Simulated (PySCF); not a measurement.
```xyz
18

C    -2.4757    1.4213    0.1091
C    -2.0175    0.2170   -0.1011
C    -2.1398   -1.2210    0.0020
C    -0.9084   -0.5946   -0.6798
B     0.4529   -0.5264    0.0295
C     1.7800   -0.3241   -0.8171
C     2.8872    0.4207   -0.0847
Cl    2.3364    2.0646    0.3501
H    -1.9301    2.2989   -0.1965
H    -3.4227    1.5842    0.5987
H    -2.8519   -1.7337   -0.6294
H    -1.9924   -1.6886    0.9651
H    -0.9278   -0.6388   -1.7658
H     0.5127   -0.6197    1.1963
H     1.5852    0.1807   -1.7660
H     2.1741   -1.3131   -1.0767
H     3.1506   -0.0719    0.8511
H     3.7785    0.5507   -0.6999
```

Geometry: GFN2-xTB.

Computed with PySCF, wB97X-D/def2-SVPD, SCF density, gas phase.

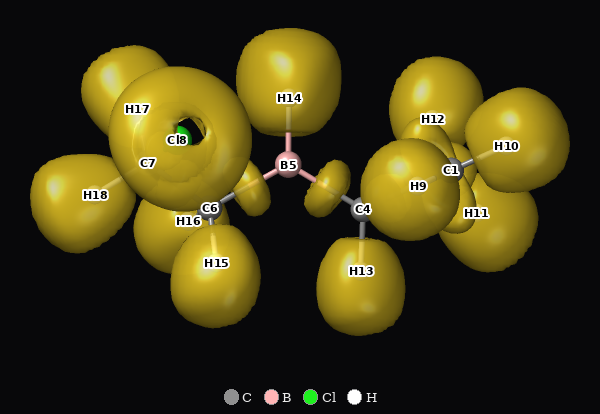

C6H10BCl. Isosurface of the ELF at 0.8 (yellow), seen from one side. Only the valence region is drawn (cores and ρ < 0.01 e/Å³ removed).

**Where are the electrons localised?**

The surface consists of two regions between bonded B–C atoms (shared pairs), five regions between bonded C–C atoms (shared pairs), one region between bonded C–Cl atoms (shared pairs), ten regions around hydrogen nuclei and one ring or bowl of non-bonding electrons around Cl.

Values along the shortest contacts:
C–C (1.31 Å): the ELF peaks at about 0.90 between the atoms: a multiple bond. C–B (1.54 Å): the ELF peaks at about 0.95 between the atoms; localised, covalent bonding.
